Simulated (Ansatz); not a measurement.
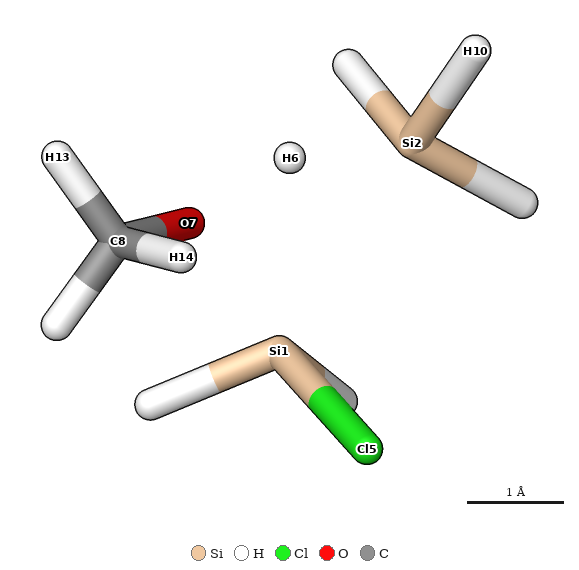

Fig. 1: The structure as given in the input (stick view, seen at a tilt; atoms are numbered from 1 in the order of the input).

## Molecular dynamics of CH9ClOSi2 (part 1 of 3)

CH9ClOSi2, computed with UKS PBE-D4/STO-3G (Ansatz 0.2.0).

It belongs to a series of runs on one base structure; here: dynamics from the start. Figures and captions count atoms from 1; the log counts them from 0 in places.

Output
```
Engine: ansatz 0.2.0, x86_64-unknown-linux-gnu
Functional definition: PBE
  parameter kappa = 0.804
  parameter beta = 0.06672455060314922
  exchange = pbe_x(kappa = kappa, mu = beta*pi^2/3)
  correlation = pbe_c(beta = beta)
629 factors; integrals over basis functions are off by at most 7.7e-6 eV
mean field evaluation 1: about -31125.0859 eV, gradient 2.1e1 eV
mean field evaluation 2: about -31122.1904 eV, gradient 2.9e1 eV
mean field evaluation 4: about -31128.2638 eV, gradient 1.8e0 eV
mean field evaluation 8: about -31128.1938 eV, gradient 1.2e-1 eV
mean field -31128.19387690 eV, -1143.9400255285 hartree, gradient 5.8e-5 eV, S^2 0.000000; 0 other end points of the search recorded, 0 dependent functions left out
the calculation of the forces begins
reference -31128.19390361 eV, -1143.9400265100 hartree; 34, 34 occupied and 12, 12 virtual orbitals, 629 factors
md step     0: t =     0.00 fs  T =   300.0 K  F+E_penalty+E_count = -31128.53962745 eV  E_kin = 0.465336 eV  conserved = -31128.07429146 eV  (26 SCF iters)
these checks for a lower state are left out or cut short: starts, cluster_reference, orbital_swaps, neighbouring_geometries, increment
629 factors; integrals over basis functions are off by at most 7.9e-6 eV
mean field evaluation 16: about -31128.2846 eV, gradient 4.8e-1 eV
mean field -31128.19781568 eV, -1143.9401702759 hartree, gradient 1.1e-5 eV, S^2 0.000000; 0 other end points of the search recorded, 0 dependent functions left out
the calculation of the forces begins
reference -31128.19784241 eV, -1143.9401712583 hartree; 34, 34 occupied and 12, 12 virtual orbitals, 629 factors
md step     1: t =     0.50 fs  T =   302.7 K  F+E_penalty+E_count = -31128.54342212 eV  E_kin = 0.469579 eV  conserved = -31128.07384299 eV  (28 SCF iters)
[... from here on the SCF iterations and repeated set-up lines of each step are left out, up to the last step ...]
md step     2: t =     1.00 fs  T =   321.5 K  F+E_penalty+E_count = -31128.57231635 eV  E_kin = 0.498696 eV  conserved = -31128.07362042 eV  (28 SCF iters)
md step     3: t =     1.50 fs  T =   358.4 K  F+E_penalty+E_count = -31128.62981378 eV  E_kin = 0.555941 eV  conserved = -31128.07387248 eV  (27 SCF iters)
md step     4: t =     2.00 fs  T =   411.0 K  F+E_penalty+E_count = -31128.71226742 eV  E_kin = 0.637501 eV  conserved = -31128.07476656 eV  (27 SCF iters, 3 dispersion substeps)
md step     5: t =     2.50 fs  T =   470.8 K  F+E_penalty+E_count = -31128.80663238 eV  E_kin = 0.730300 eV  conserved = -31128.07633244 eV  (26 SCF iters, 3 dispersion substeps)
md step     6: t =     3.00 fs  T =   523.6 K  F+E_penalty+E_count = -31128.89060471 eV  E_kin = 0.812238 eV  conserved = -31128.07836669 eV  (26 SCF iters, 3 dispersion substeps)
md step     7: t =     3.50 fs  T =   552.2 K  F+E_penalty+E_count = -31128.93670596 eV  E_kin = 0.856538 eV  conserved = -31128.08016751 eV  (26 SCF iters, 3 dispersion substeps)
md step     8: t =     4.00 fs  T =   543.9 K  F+E_penalty+E_count = -31128.92385182 eV  E_kin = 0.843584 eV  conserved = -31128.08026747 eV  (26 SCF iters, 3 dispersion substeps)
md step     9: t =     4.50 fs  T =   503.7 K  F+E_penalty+E_count = -31128.85848353 eV  E_kin = 0.781256 eV  conserved = -31128.07722757 eV  (26 SCF iters, 3 dispersion substeps)
md step    10: t =     5.00 fs  T =   463.7 K  F+E_penalty+E_count = -31128.79150219 eV  E_kin = 0.719220 eV  conserved = -31128.07228222 eV  (26 SCF iters, 3 dispersion substeps)
md step    11: t =     5.50 fs  T =   467.8 K  F+E_penalty+E_count = -31128.79586448 eV  E_kin = 0.725585 eV  conserved = -31128.07027920 eV  (26 SCF iters, 3 dispersion substeps)
md step    12: t =     6.00 fs  T =   532.2 K  F+E_penalty+E_count = -31128.89946823 eV  E_kin = 0.825490 eV  conserved = -31128.07397863 eV  (26 SCF iters, 3 dispersion substeps)
md step    13: t =     6.50 fs  T =   625.4 K  F+E_penalty+E_count = -31129.04972917 eV  E_kin = 0.970076 eV  conserved = -31128.07965322 eV  (25 SCF iters, 3 dispersion substeps)
md step    14: t =     7.00 fs  T =   696.8 K  F+E_penalty+E_count = -31129.16341313 eV  E_kin = 1.080864 eV  conserved = -31128.08254901 eV  (26 SCF iters, 3 dispersion substeps)
md step    15: t =     7.50 fs  T =   716.5 K  F+E_penalty+E_count = -31129.19340713 eV  E_kin = 1.111441 eV  conserved = -31128.08196590 eV  (28 SCF iters, 3 dispersion substeps)
md step    16: t =     8.00 fs  T =   685.5 K  F+E_penalty+E_count = -31129.14300460 eV  E_kin = 1.063291 eV  conserved = -31128.07971314 eV  (27 SCF iters, 3 dispersion substeps)
md step    17: t =     8.50 fs  T =   622.3 K  F+E_penalty+E_count = -31129.04268913 eV  E_kin = 0.965311 eV  conserved = -31128.07737799 eV  (28 SCF iters, 3 dispersion substeps)
md step    18: t =     9.00 fs  T =   548.8 K  F+E_penalty+E_count = -31128.92684569 eV  E_kin = 0.851278 eV  conserved = -31128.07556739 eV  (28 SCF iters, 3 dispersion substeps)
md step    19: t =     9.50 fs  T =   483.0 K  F+E_penalty+E_count = -31128.82341058 eV  E_kin = 0.749133 eV  conserved = -31128.07427773 eV  (25 SCF iters, 3 dispersion substeps)
md step    20: t =    10.00 fs  T =   438.0 K  F+E_penalty+E_count = -31128.75271729 eV  E_kin = 0.679379 eV  conserved = -31128.07333833 eV  (29 SCF iters, 3 dispersion substeps)
md step    21: t =    10.50 fs  T =   423.5 K  F+E_penalty+E_count = -31128.72963982 eV  E_kin = 0.656949 eV  conserved = -31128.07269113 eV  (29 SCF iters, 3 dispersion substeps)
md step    22: t =    11.00 fs  T =   446.1 K  F+E_penalty+E_count = -31128.76443224 eV  E_kin = 0.691933 eV  conserved = -31128.07249971 eV  (29 SCF iters, 3 dispersion substeps)
md step    23: t =    11.50 fs  T =   507.4 K  F+E_penalty+E_count = -31128.86019580 eV  E_kin = 0.787089 eV  conserved = -31128.07310676 eV  (29 SCF iters, 3 dispersion substeps)
md step    24: t =    12.00 fs  T =   601.3 K  F+E_penalty+E_count = -31129.00755320 eV  E_kin = 0.932648 eV  conserved = -31128.07490530 eV  (29 SCF iters, 3 dispersion substeps)
md step    25: t =    12.50 fs  T =   709.7 K  F+E_penalty+E_count = -31129.17885137 eV  E_kin = 1.100763 eV  conserved = -31128.07808826 eV  (28 SCF iters, 3 dispersion substeps)
md step    26: t =    13.00 fs  T =   802.2 K  F+E_penalty+E_count = -31129.32655960 eV  E_kin = 1.244300 eV  conserved = -31128.08225961 eV  (28 SCF iters, 3 dispersion substeps)
md step    27: t =    13.50 fs  T =   842.1 K  F+E_penalty+E_count = -31129.39197674 eV  E_kin = 1.306230 eV  conserved = -31128.08574706 eV  (28 SCF iters, 3 dispersion substeps)
md step    28: t =    14.00 fs  T =   804.6 K  F+E_penalty+E_count = -31129.33319153 eV  E_kin = 1.247982 eV  conserved = -31128.08520957 eV  (28 SCF iters, 3 dispersion substeps)
md step    29: t =    14.50 fs  T =   706.4 K  F+E_penalty+E_count = -31129.17383594 eV  E_kin = 1.095769 eV  conserved = -31128.07806719 eV  (27 SCF iters, 3 dispersion substeps)
md step    30: t =    15.00 fs  T =   620.7 K  F+E_penalty+E_count = -31129.03156913 eV  E_kin = 0.962830 eV  conserved = -31128.06873935 eV  (27 SCF iters, 3 dispersion substeps)
md step    31: t =    15.50 fs  T =   629.9 K  F+E_penalty+E_count = -31129.04479922 eV  E_kin = 0.977102 eV  conserved = -31128.06769746 eV  (27 SCF iters, 3 dispersion substeps)
md step    32: t =    16.00 fs  T =   743.1 K  F+E_penalty+E_count = -31129.22871169 eV  E_kin = 1.152655 eV  conserved = -31128.07605695 eV  (27 SCF iters, 3 dispersion substeps)
md step    33: t =    16.50 fs  T =   887.6 K  F+E_penalty+E_count = -31129.46052963 eV  E_kin = 1.376785 eV  conserved = -31128.08374438 eV  (27 SCF iters, 3 dispersion substeps)
md step    34: t =    17.00 fs  T =   987.0 K  F+E_penalty+E_count = -31129.61613231 eV  E_kin = 1.530930 eV  conserved = -31128.08520249 eV  (27 SCF iters, 3 dispersion substeps)
md step    35: t =    17.50 fs  T =  1015.4 K  F+E_penalty+E_count = -31129.65758289 eV  E_kin = 1.575040 eV  conserved = -31128.08254275 eV  (27 SCF iters, 3 dispersion substeps)
md step    36: t =    18.00 fs  T =   988.6 K  F+E_penalty+E_count = -31129.61259726 eV  E_kin = 1.533429 eV  conserved = -31128.07916807 eV  (27 SCF iters, 3 dispersion substeps)
md step    37: t =    18.50 fs  T =   934.5 K  F+E_penalty+E_count = -31129.52628200 eV  E_kin = 1.449590 eV  conserved = -31128.07669208 eV  (26 SCF iters, 3 dispersion substeps)
md step    38: t =    19.00 fs  T =   876.3 K  F+E_penalty+E_count = -31129.43456781 eV  E_kin = 1.359283 eV  conserved = -31128.07528464 eV  (27 SCF iters, 3 dispersion substeps)
md step    39: t =    19.50 fs  T =   828.0 K  F+E_penalty+E_count = -31129.35889374 eV  E_kin = 1.284325 eV  conserved = -31128.07456841 eV  (28 SCF iters, 3 dispersion substeps)
md step    40: t =    20.00 fs  T =   797.1 K  F+E_penalty+E_count = -31129.31047671 eV  E_kin = 1.236350 eV  conserved = -31128.07412693 eV  (27 SCF iters, 3 dispersion substeps)
md step    41: t =    20.50 fs  T =   788.2 K  F+E_penalty+E_count = -31129.29640191 eV  E_kin = 1.222634 eV  conserved = -31128.07376746 eV  (28 SCF iters, 3 dispersion substeps)
md step    42: t =    21.00 fs  T =   805.2 K  F+E_penalty+E_count = -31129.32250079 eV  E_kin = 1.248913 eV  conserved = -31128.07358733 eV  (28 SCF iters, 3 dispersion substeps)
md step    43: t =    21.50 fs  T =   849.6 K  F+E_penalty+E_count = -31129.39181341 eV  E_kin = 1.317879 eV  conserved = -31128.07393412 eV  (26 SCF iters, 3 dispersion substeps)
md step    44: t =    22.00 fs  T =   917.9 K  F+E_penalty+E_count = -31129.49908456 eV  E_kin = 1.423766 eV  conserved = -31128.07531810 eV  (27 SCF iters, 3 dispersion substeps)
md step    45: t =    22.50 fs  T =   996.2 K  F+E_penalty+E_count = -31129.62323566 eV  E_kin = 1.545179 eV  conserved = -31128.07805707 eV  (26 SCF iters, 3 dispersion substeps)
md step    46: t =    23.00 fs  T =  1058.6 K  F+E_penalty+E_count = -31129.72382314 eV  E_kin = 1.641992 eV  conserved = -31128.08183113 eV  (26 SCF iters, 3 dispersion substeps)
md step    47: t =    23.50 fs  T =  1072.3 K  F+E_penalty+E_count = -31129.74836196 eV  E_kin = 1.663325 eV  conserved = -31128.08503651 eV  (26 SCF iters, 3 dispersion substeps)
md step    48: t =    24.00 fs  T =  1015.0 K  F+E_penalty+E_count = -31129.65885906 eV  E_kin = 1.574353 eV  conserved = -31128.08450595 eV  (26 SCF iters, 3 dispersion substeps)
md step    49: t =    24.50 fs  T =   902.6 K  F+E_penalty+E_count = -31129.47787366 eV  E_kin = 1.400026 eV  conserved = -31128.07784751 eV  (26 SCF iters, 3 dispersion substeps)
md step    50: t =    25.00 fs  T =   803.3 K  F+E_penalty+E_count = -31129.31517160 eV  E_kin = 1.246058 eV  conserved = -31128.06911347 eV  (26 SCF iters, 3 dispersion substeps)
md step    51: t =    25.50 fs  T =   794.7 K  F+E_penalty+E_count = -31129.30063437 eV  E_kin = 1.232687 eV  conserved = -31128.06794687 eV  (26 SCF iters, 3 dispersion substeps)
md step    52: t =    26.00 fs  T =   886.9 K  F+E_penalty+E_count = -31129.45128909 eV  E_kin = 1.375682 eV  conserved = -31128.07560691 eV  (26 SCF iters, 3 dispersion substeps)
md step    53: t =    26.50 fs  T =  1013.2 K  F+E_penalty+E_count = -31129.65451441 eV  E_kin = 1.571593 eV  conserved = -31128.08292109 eV  (26 SCF iters, 3 dispersion substeps)
md step    54: t =    27.00 fs  T =  1101.2 K  F+E_penalty+E_count = -31129.79257376 eV  E_kin = 1.708051 eV  conserved = -31128.08452248 eV  (26 SCF iters, 3 dispersion substeps)
md step    55: t =    27.50 fs  T =  1124.7 K  F+E_penalty+E_count = -31129.82664119 eV  E_kin = 1.744474 eV  conserved = -31128.08216715 eV  (26 SCF iters, 3 dispersion substeps)
md step    56: t =    28.00 fs  T =  1097.1 K  F+E_penalty+E_count = -31129.78079371 eV  E_kin = 1.701797 eV  conserved = -31128.07899708 eV  (26 SCF iters, 3 dispersion substeps)
md step    57: t =    28.50 fs  T =  1045.0 K  F+E_penalty+E_count = -31129.69751839 eV  E_kin = 1.620921 eV  conserved = -31128.07659787 eV  (26 SCF iters, 3 dispersion substeps)
md step    58: t =    29.00 fs  T =   990.6 K  F+E_penalty+E_count = -31129.61172894 eV  E_kin = 1.536507 eV  conserved = -31128.07522186 eV  (26 SCF iters, 3 dispersion substeps)
md step    59: t =    29.50 fs  T =   947.6 K  F+E_penalty+E_count = -31129.54442984 eV  E_kin = 1.469840 eV  conserved = -31128.07459009 eV  (26 SCF iters, 3 dispersion substeps)
md step    60: t =    30.00 fs  T =   922.7 K  F+E_penalty+E_count = -31129.50557353 eV  E_kin = 1.431226 eV  conserved = -31128.07434768 eV  (26 SCF iters, 3 dispersion substeps)
md step    61: t =    30.50 fs  T =   918.6 K  F+E_penalty+E_count = -31129.49913614 eV  E_kin = 1.424850 eV  conserved = -31128.07428597 eV  (26 SCF iters, 3 dispersion substeps)
md step    62: t =    31.00 fs  T =   936.0 K  F+E_penalty+E_count = -31129.52630890 eV  E_kin = 1.451875 eV  conserved = -31128.07443368 eV  (26 SCF iters, 3 dispersion substeps)
md step    63: t =    31.50 fs  T =   973.4 K  F+E_penalty+E_count = -31129.58495270 eV  E_kin = 1.509862 eV  conserved = -31128.07509053 eV  (26 SCF iters, 3 dispersion substeps)
md step    64: t =    32.00 fs  T =  1023.9 K  F+E_penalty+E_count = -31129.66493572 eV  E_kin = 1.588206 eV  conserved = -31128.07672971 eV  (26 SCF iters, 3 dispersion substeps)
md step    65: t =    32.50 fs  T =  1071.4 K  F+E_penalty+E_count = -31129.74150534 eV  E_kin = 1.661885 eV  conserved = -31128.07962014 eV  (26 SCF iters, 3 dispersion substeps)
md step    66: t =    33.00 fs  T =  1089.3 K  F+E_penalty+E_count = -31129.77284333 eV  E_kin = 1.689697 eV  conserved = -31128.08314660 eV  (26 SCF iters, 3 dispersion substeps)
md step    67: t =    33.50 fs  T =  1048.8 K  F+E_penalty+E_count = -31129.71177312 eV  E_kin = 1.626757 eV  conserved = -31128.08501582 eV  (26 SCF iters, 3 dispersion substeps)
md step    68: t =    34.00 fs  T =   940.5 K  F+E_penalty+E_count = -31129.54076496 eV  E_kin = 1.458781 eV  conserved = -31128.08198374 eV  (26 SCF iters, 3 dispersion substeps)
md step    69: t =    34.50 fs  T =   800.3 K  F+E_penalty+E_count = -31129.31545466 eV  E_kin = 1.241379 eV  conserved = -31128.07407572 eV  (26 SCF iters, 3 dispersion substeps)
md step    70: t =    35.00 fs  T =   701.2 K  F+E_penalty+E_count = -31129.15597681 eV  E_kin = 1.087648 eV  conserved = -31128.06832904 eV  (25 SCF iters, 3 dispersion substeps)
md step    71: t =    35.50 fs  T =   692.7 K  F+E_penalty+E_count = -31129.14560728 eV  E_kin = 1.074457 eV  conserved = -31128.07114986 eV  (26 SCF iters, 3 dispersion substeps)
md step    72: t =    36.00 fs  T =   752.0 K  F+E_penalty+E_count = -31129.24475604 eV  E_kin = 1.166488 eV  conserved = -31128.07826755 eV  (26 SCF iters, 3 dispersion substeps)
md step    73: t =    36.50 fs  T =   815.0 K  F+E_penalty+E_count = -31129.34637109 eV  E_kin = 1.264205 eV  conserved = -31128.08216576 eV  (26 SCF iters, 3 dispersion substeps)
md step    74: t =    37.00 fs  T =   838.6 K  F+E_penalty+E_count = -31129.38219924 eV  E_kin = 1.300747 eV  conserved = -31128.08145242 eV  (26 SCF iters, 3 dispersion substeps)
md step    75: t =    37.50 fs  T =   820.6 K  F+E_penalty+E_count = -31129.35150305 eV  E_kin = 1.272833 eV  conserved = -31128.07867016 eV  (26 SCF iters, 3 dispersion substeps)
md step    76: t =    38.00 fs  T =   782.1 K  F+E_penalty+E_count = -31129.28913608 eV  E_kin = 1.213108 eV  conserved = -31128.07602788 eV  (26 SCF iters, 3 dispersion substeps)
md step    77: t =    38.50 fs  T =   746.6 K  F+E_penalty+E_count = -31129.23236983 eV  E_kin = 1.158027 eV  conserved = -31128.07434311 eV  (25 SCF iters, 3 dispersion substeps)
md step    78: t =    39.00 fs  T =   730.2 K  F+E_penalty+E_count = -31129.20630796 eV  E_kin = 1.132701 eV  conserved = -31128.07360725 eV  (27 SCF iters, 3 dispersion substeps)
md step    79: t =    39.50 fs  T =   740.5 K  F+E_penalty+E_count = -31129.22221274 eV  E_kin = 1.148658 eV  conserved = -31128.07355495 eV  (27 SCF iters, 3 dispersion substeps)
md step    80: t =    40.00 fs  T =   778.1 K  F+E_penalty+E_count = -31129.28083490 eV  E_kin = 1.206894 eV  conserved = -31128.07394111 eV  (26 SCF iters, 3 dispersion substeps)
md step    81: t =    40.50 fs  T =   839.1 K  F+E_penalty+E_count = -31129.37613342 eV  E_kin = 1.301487 eV  conserved = -31128.07464616 eV  (27 SCF iters, 3 dispersion substeps)
md step    82: t =    41.00 fs  T =   916.4 K  F+E_penalty+E_count = -31129.49717013 eV  E_kin = 1.421457 eV  conserved = -31128.07571282 eV  (26 SCF iters, 3 dispersion substeps)
md step    83: t =    41.50 fs  T =   999.4 K  F+E_penalty+E_count = -31129.62750896 eV  E_kin = 1.550198 eV  conserved = -31128.07731092 eV  (26 SCF iters, 3 dispersion substeps)
md step    84: t =    42.00 fs  T =  1072.4 K  F+E_penalty+E_count = -31129.74293881 eV  E_kin = 1.663352 eV  conserved = -31128.07958677 eV  (26 SCF iters, 3 dispersion substeps)
md step    85: t =    42.50 fs  T =  1114.4 K  F+E_penalty+E_count = -31129.81065791 eV  E_kin = 1.728492 eV  conserved = -31128.08216590 eV  (26 SCF iters, 3 dispersion substeps)
md step    86: t =    43.00 fs  T =  1104.7 K  F+E_penalty+E_count = -31129.79695823 eV  E_kin = 1.713473 eV  conserved = -31128.08348499 eV  (26 SCF iters, 3 dispersion substeps)
md step    87: t =    43.50 fs  T =  1038.2 K  F+E_penalty+E_count = -31129.69155609 eV  E_kin = 1.610450 eV  conserved = -31128.08110616 eV  (26 SCF iters, 3 dispersion substeps)
md step    88: t =    44.00 fs  T =   944.9 K  F+E_penalty+E_count = -31129.54041006 eV  E_kin = 1.465634 eV  conserved = -31128.07477598 eV  (26 SCF iters, 3 dispersion substeps)
md step    89: t =    44.50 fs  T =   884.7 K  F+E_penalty+E_count = -31129.44211815 eV  E_kin = 1.372347 eV  conserved = -31128.06977095 eV  (26 SCF iters, 3 dispersion substeps)
md step    90: t =    45.00 fs  T =   901.2 K  F+E_penalty+E_count = -31129.46975588 eV  E_kin = 1.397873 eV  conserved = -31128.07188253 eV  (26 SCF iters, 3 dispersion substeps)
md step    91: t =    45.50 fs  T =   976.1 K  F+E_penalty+E_count = -31129.59252681 eV  E_kin = 1.514058 eV  conserved = -31128.07846867 eV  (27 SCF iters, 3 dispersion substeps)
```
